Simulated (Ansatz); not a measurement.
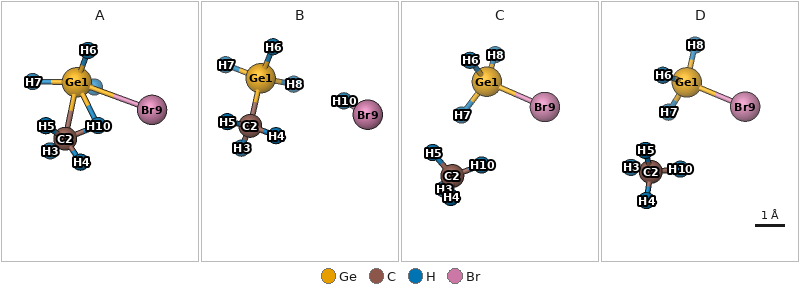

4 geometries from a converged minimum-energy path of CH7BrGe, shuffled. The picture is a ball-and-stick view, seen at a tilt.

The calculation used RKS r2SCAN/def2-SVP in Ansatz 0.2.0. Run with 5 movable images; climbing image; force threshold 0.03 eV/Å; iteration limit 60; starting path through a guess of the saddle point.

Question: One of them is the converged climbing image. Which?

Answer: A. In order along the path, whose images run from 0 to 6: B (image 0, 0.0 kJ/mol), A (image 2, +156.9 kJ/mol), C (image 5, −94.3 kJ/mol), D (image 6, −94.7 kJ/mol). Breaking: Br9–H10 (1.43 → 1.97 at the top → 3.27 Å), Ge1–C2 (1.95 → 2.27 at the top → 3.87 Å). Forming: C2–H10 (3.52 → 1.24 at the top → 1.10 Å), Ge1–Br9 (4.09 → 2.91 at the top → 2.32 Å).

The run took 3.8 min on 4 threads of Arm Neoverse V2 (shared host), peak memory 0.2 GiB.
